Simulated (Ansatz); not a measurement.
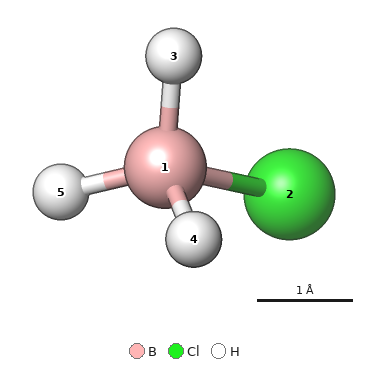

Figure 1. The input geometry (ball-and-stick view, seen at a tilt; atoms are numbered from 1 in the order of the input).

Single-point calculation of BH$_{3}$Cl (charge −1)

BH$_{3}$Cl, charge −1, computed with RKS BLYP-D4/def2-TZVPD (Ansatz 0.2.0).

The geometry comes from this level: PBE0-D4/def2-TZVPD.

Input file
```yaml
crystal:
  periodic: [false, false, false]
  atoms:
    - {symbol: B, position_ang: [-0.001404, 0.002190, -0.178537]}
    - {symbol: Cl, position_ang: [0.013995, -0.021847, 1.779469]}
    - {symbol: H, position_ang: [1.164212, 0.011596, -0.542771]}
    - {symbol: H, position_ang: [-0.592675, 1.015852, -0.516626]}
    - {symbol: H, position_ang: [-0.584128, -1.007800, -0.541535]}
basis:
  gaussian: {orbitals: def2-TZVPD, initial_orbitals: start.molden}
total_charge: -1
hamiltonian: {xc: {name: BLYP}, dispersion: d4}
scf: {omitted_lower_state_checks: [starts]}
output: {orbitals: {seedname: orbitals}}
```

Run on 4 threads of Arm Neoverse V1, 23 GiB of memory available, shared host.

Command:
```bash
ansatz run in.yaml --threads 4 --pin off --events-out ev --progress --plain --max-ram 3916MiB
```

Log
```
Functional definition: BLYP
  name "BLYP"
  cite "Becke, Phys. Rev. A 38, 3098 (1988) doi:10.1103/PhysRevA.38.3098"
  cite "Lee, Yang & Parr, Phys. Rev. B 37, 785 (1988) doi:10.1103/PhysRevB.37.785"
  parameter beta = 0.0042
  parameter a = 0.04918
  parameter b = 0.132
  parameter c = 0.2533
  parameter d = 0.349
  exchange = b88_x(beta = beta)
  correlation = lyp_c(a = a, b = b, c = c, d = d)
these checks for a lower state are left out or cut short: starts
598 factors; their error is unknown
mean field evaluation 1: about -13249.7433 eV, gradient 1.2e1 eV
mean field evaluation 2: about -13249.8548 eV, gradient 1.3e-1 eV
mean field evaluation 4: about -13249.8441 eV, gradient 1.5e-4 eV
mean field evaluation 8: about -13249.8441 eV, gradient 2.0e-5 eV
mean field -13249.84410392 eV, -486.9227897523 hartree, gradient 2.0e-5 eV, S^2 0.000000; 0 other end points of the search recorded, 0 dependent functions left out
reference -13249.84441742 eV, -486.9228012732 hartree; 13, 13 occupied and 97, 97 virtual orbitals, 598 factors
Total energy: -13250.01997596 eV, -486.9292529305 hartree
Checks for a lower state left out: starts
```

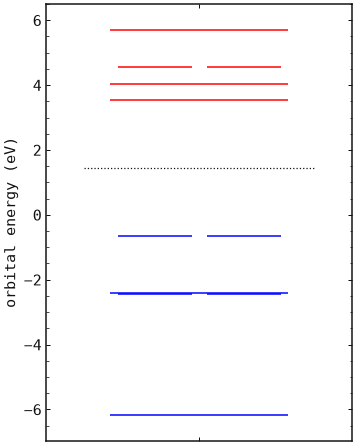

Figure 2. Orbital energies near the frontier; the dotted line parts filled from empty levels, and levels within 0.02 eV of each other stand side by side. Highest filled −0.64 eV, lowest empty 3.56 eV, 4.20 eV apart.

Key numbers

| quantity | value |
| --- | --- |
| outcome | converged |
| total energy | −13250.0200 eV |
| mean-field energy | −13249.8444 eV |
| dispersion energy | −0.1756 eV |
| SCF solution under orbital rotations | stable |
| HOMO | −0.64 eV |
| LUMO | 3.56 eV |
| wall time | 0.65 s (CPU time 2.1 s) |
| peak memory | 0.12 GiB |
